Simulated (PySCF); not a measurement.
System: C7H7NP (SMILES C1=C[PH+]1c1cccnc1) (charge +1).

Input

```
{"job": {"kind": "uv", "xc": "CAM-B3LYP", "basis": "def2-SVPD", "nstates": 8, "ntriplets": 3}, "charge": 1, "multiplicity": 1}
C      2.835285    -0.976602     0.003036
C      2.966435     0.305317    -0.322621
P      1.439599    -0.384989    -0.941341
C     -0.147579    -0.026919    -0.169637
C     -1.320425    -0.098155    -0.923561
C     -2.518138     0.185150    -0.290385
C     -2.487951     0.521548     1.059503
N     -1.370519     0.586056     1.763644
C     -0.225034     0.323124     1.183933
H      3.287173    -1.794922     0.525915
H      3.592799     1.169107    -0.227731
H      1.421750    -0.721176    -2.281594
H     -1.294667    -0.365412    -1.971632
H     -3.450922     0.144658    -0.829252
H     -3.393461     0.750657     1.603428
H      0.658056     0.391501     1.806885
```

Command:

```sh
OMP_NUM_THREADS=1 python probes_run.py task.json out
```

Geometry: GFN2-xTB.

These are results of CAM-B3LYP/def2-SVPD, SCF density, gas phase (PySCF), not measurements.

Q: Predict the electron density and electron localisation function between the atoms.

A: C–N (1.31 Å): ρ is about 2.6 e/Å³ halfway; the ELF peaks at about 0.90 between the atoms; localised, covalent bonding.
C–P (1.80 Å): the density is about 1.2 e/Å³ at the midpoint; the ELF peaks at about 0.95 between the atoms: localised, covalent bonding.
C–H (1.08 Å): ρ is about 2 e/Å³ halfway; the ELF climbs to about 1 towards the hydrogen, as it does in any bond to H: a covalent bond by its length.
C–C (1.38 Å): ρ is about 2.1 e/Å³ halfway; the ELF peaks at about 0.95 between the atoms: a covalent bond.

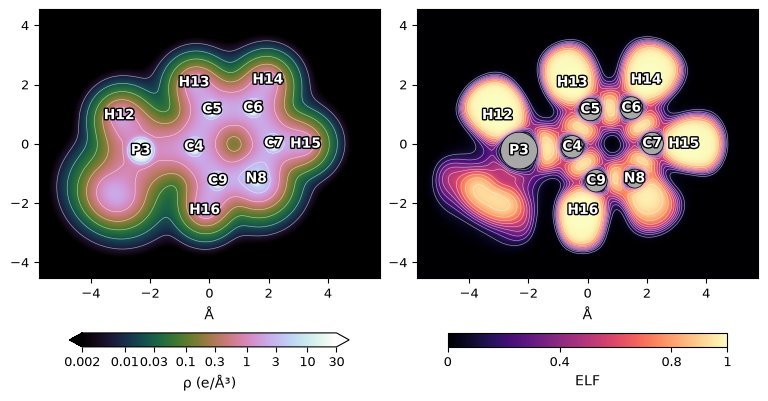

Computed electron density and electron localisation function on the plane of atoms C5, C6 and C7, in this order. Grey discs cover the atomic cores in the ELF map. 
